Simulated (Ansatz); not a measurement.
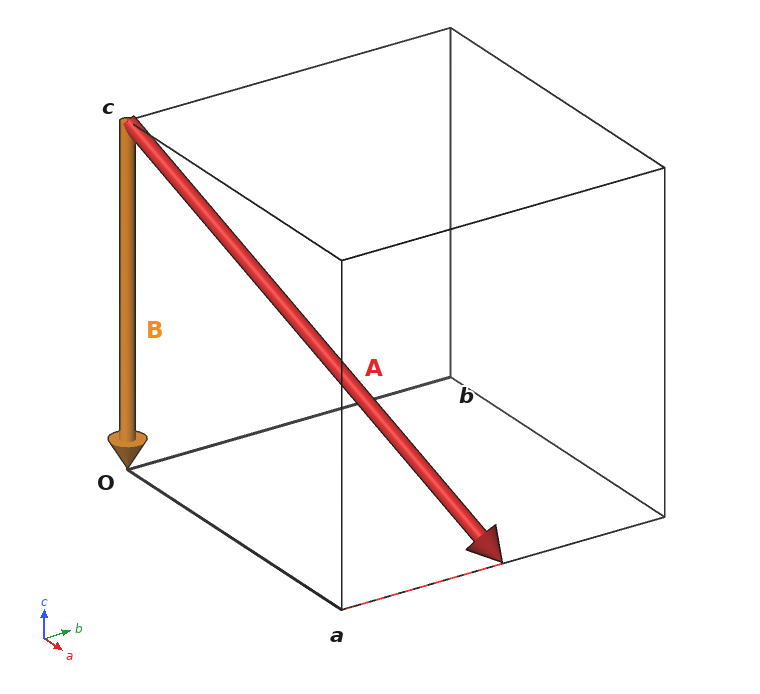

Each arrow starts at a corner of the unit cell and ends on its surface; where a tip isn't a corner, dashed lines run from it parallel to the axes. Crystal: GaSb, the geometry relaxed with Ansatz, DFT, HSE06, plane waves, PAW. Geometry calculated from the standardised cell; symmetry tolerance 0.002 Å.

a = 6.147 Å, b = 6.147 Å, c = 6.147 Å, α = 90.00°, β = 90.00°, γ = 90.00°.

Index the directions.

Answer. Arrow A runs from (0, 0, 1) to (1, 1/2, 0), so [2 1 −2]; Arrow B runs from (0, 0, 1) to (0, 0, 0), so [0 0 −1].

How long is the vector ua + vb + wc in each case, and what angles do the directions make?

Answer. A 18.442 Å; B 6.147 Å. A–B: 48.2°.

In No. 216, F-43m, how many directions are equivalent to A (Laue class m-3m, both senses counted)?

Answer. 24.
